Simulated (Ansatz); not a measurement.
BNH$_{3}$ClF$_{2}$: several calculations on one system

## 1. Relaxation

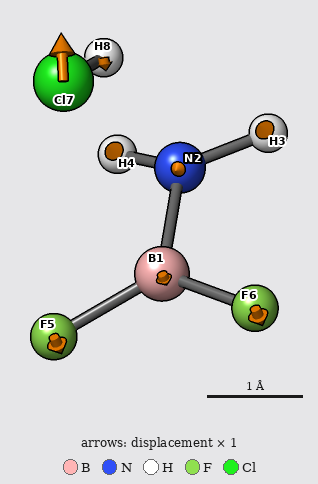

A relaxation of BNH₃ClF₂. The starting structure is drawn; orange arrows show the displacements, at their true length. The two geometries are superimposed by the best rigid fit.

Style: ball-and-stick. Shown from a free direction.

The run prepares an end point of a later path (reaction) calculation, from a guessed geometry.

Computed with RKS CAM-B3LYP-D4/def2-SVP (Ansatz).

Input
```yaml
crystal:
  periodic: [false, false, false]
  atoms:
    - { symbol: B, position_ang: [0.020075, -0.151475, 0.27198] }
    - { symbol: "N", position_ang: [0.032442, -0.267564, 1.743435] }
    - { symbol: H, position_ang: [-0.781416, -0.620617, 2.231771] }
    - { symbol: H, position_ang: [0.908414, -0.399134, 2.234064] }
    - { symbol: F, position_ang: [1.146131, 0.029345, -0.38709] }
    - { symbol: F, position_ang: [-1.112479, -0.260665, -0.391605] }
    - { symbol: Cl, position_ang: [-0.373301, 2.871379, 0.59823] }
    - { symbol: H, position_ang: [-0.260367, 1.96103, 1.565318] }
basis:
  gaussian: { orbitals: def2-SVP }
hamiltonian:
  xc: cam_b3lyp
  dispersion: d4
relax:
  f_tol: 0.03
  max_steps: 50
```

Launched with:
```bash
ansatz run input.yaml --threads 4 --pin off --max-ram 5120MiB --backend cpu --events-out ev --progress --plain --runs-dir out
```

What happened in the run?

After 8 geometry steps the energy has fallen by 0.157 eV. The largest force component goes from 2.2 to 0.02 eV/Å. The largest move after the best rigid fit is that of Cl7, 0.54 Å. Largest moves by element: Cl 0.54 Å, F 0.26 Å, H 0.24 Å, B 0.17 Å, N 0.15 Å. Near-neighbour distances that change, for instance: B1–N2 1.476 → 1.407 Å, Cl7–H8 1.333 → 1.300 Å. The run took 11 s on 4 threads of Arm Neoverse V2, with other jobs on the host, peak memory 0.2 GiB.

Limits of the set-up: the start holds two separate molecules, 2.3 Å apart at their closest, whose relative position is a soft coordinate.

## 2. Relaxation

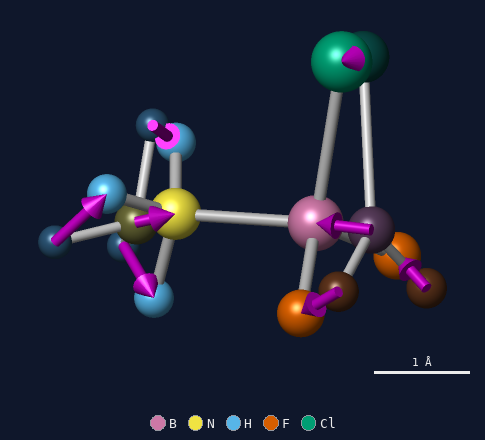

This is a relaxation of BNH3ClF2. The starting structure is drawn faded, the final one solid; purple arrows show the displacements, at their true length. The two geometries are superimposed by the best rigid fit.

The picture is a ball-and-stick view, seen at a tilt.

The run prepares an end point of a later path (reaction) calculation, from a guessed geometry.

Method: RKS CAM-B3LYP-D4/def2-SVP in Ansatz 0.2.0. Set-up: no spin polarisation; force threshold 0.03 eV/Å; at most 50 steps.

**Which element moves most?**

Hydrogen: up to 0.92 Å, against 0.65 Å for boron.

**Describe the change and its energy.**

The largest move after the best rigid fit is that of an H atom, 0.92 Å. Largest moves by element: H 0.92 Å, B 0.65 Å, F 0.60 Å, Cl 0.46 Å, N 0.44 Å. Among the contacts that change: B–N 2.733 → 1.653 Å, B–F 1.306 → 1.360 Å, B–Cl 1.822 → 1.845 Å, H–N 1.036 → 1.022 Å. New bonds form, among them: B–N (2.73 → 1.65 Å). Bond angles that change, for instance: F–B–F 120.9° → 114.5°, F–B–Cl 119.1° → 113.8°. After 15 accepted moves (18 points after the start) the energy has fallen by 20.9 kcal/mol. The largest force component goes from 1 to 0.0052 eV/Å. The line search rejected the trial steps at points 4, 12, 14 of the run. Cost: 21 s on 4 threads of Arm Neoverse V2 (shared host), peak memory 0.2 GiB.

Limits of the set-up: the start holds two separate molecules, 2.6 Å apart at their closest, whose relative position is a soft coordinate.

## 3. Path

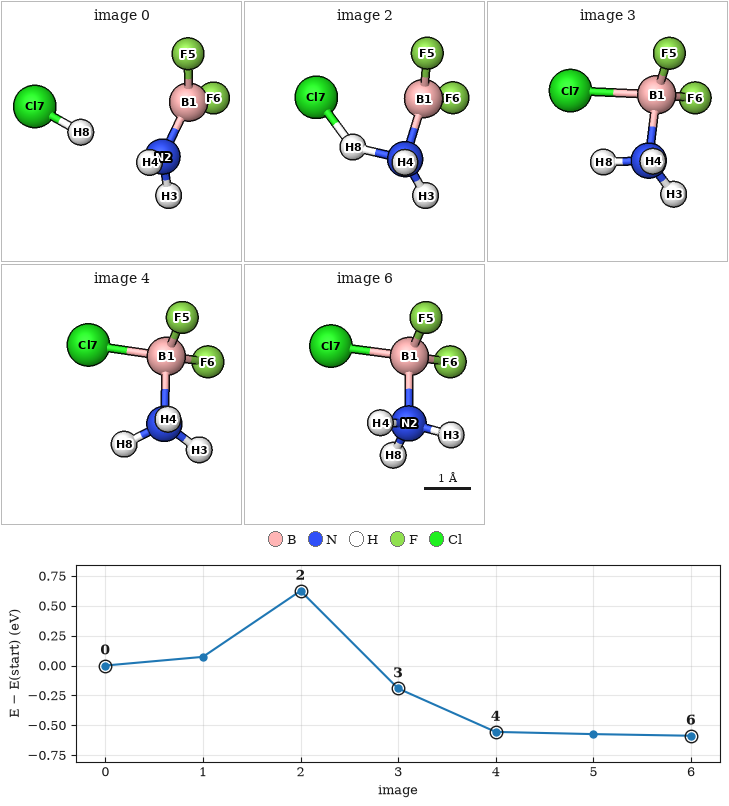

A nudged-elastic-band calculation for BNH3ClF2. Images are numbered from 0 (start) to 6 (end). Style: ball-and-stick. Shown at a tilt.

Method: RKS CAM-B3LYP-D4/def2-SVP (Ansatz 0.2.0). Set-up: 5 movable images; climbing image; force threshold 0.05 eV/Å; iteration limit 60; starting path through a guess of the saddle point.

Question: Describe the mechanism and the energy profile.

Answer: Breaking: Cl7–H8 (1.30 → 1.57 at the top → 2.86 Å). Forming: B1–Cl7 (3.53 → 2.48 at the top → 1.85 Å), N2–H8 (2.05 → 1.28 at the top → 1.02 Å). Forward barrier 0.63 eV, backward barrier 1.21 eV, with image 2 at the top; the reaction energy is −0.59 eV. The band converged in 11 iterations. The largest component of the band force went from 5.7 to 0.042 eV/Å. The climbing image converged on the top of the path. Its vibrational analysis gives one imaginary mode (1028i cm⁻¹), as a transition state must have.

Cost: 55 s on 4 threads of Arm Neoverse V2, with other jobs on the host, peak memory 0.21 GiB.
